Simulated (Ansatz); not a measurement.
C$_{2}$H$_{7}$ClSi (SMILES [SiH3]CCCl)

```xyz
11

Si    0.0407    1.5240    0.0471
C    -0.5792   -0.2464    0.2263
C     0.4382   -1.2663   -0.2195
Cl   -0.1664   -2.9451   -0.0433
H     0.3713    1.8131   -1.3744
H    -1.0094    2.4707    0.5037
H     1.2668    1.7264    0.8651
H    -0.8477   -0.4155    1.2734
H    -1.4989   -0.3525   -0.3569
H     0.6970   -1.1507   -1.2719
H     1.3529   -1.2145    0.3709
```

Geometry: PBE0-D4/def2-TZVP.

Computed with RKS PBE0-D4/def2-TZVPP (Ansatz 0.2.0).

> Predict the electron density and electron localisation function between the atoms.

C–C (1.51 Å): ρ is about 1.7 e/Å³ halfway; the ELF peaks at about 0.95 between the atoms: localised, covalent bonding.
C–Cl (1.79 Å): ρ at the midpoint is about 1.3 e/Å³; the ELF peaks at about 0.90 between the atoms, as expected for a shared electron pair.
C–Si (1.88 Å): ρ at the midpoint is about 0.95 e/Å³; the ELF peaks at about 0.95 between the atoms: localised, covalent bonding.
Si–H (1.49 Å): ρ is about 0.8 e/Å³ halfway; the ELF climbs to about 1 towards the hydrogen, as it does in any bond to H.

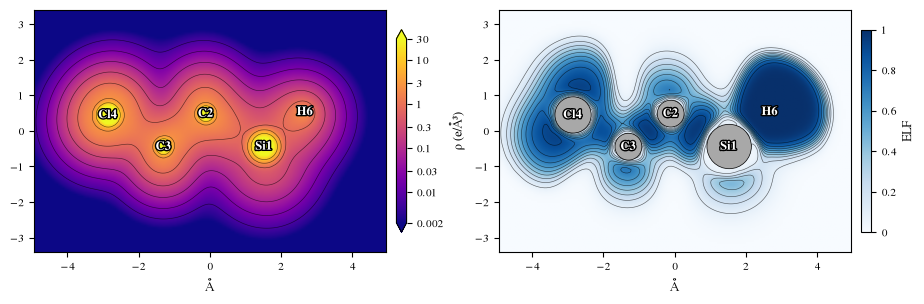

Computed electron density and electron localisation function on the plane of atoms C2, C3 and Cl4, in this order. Grey discs cover the atomic cores in the ELF map. 
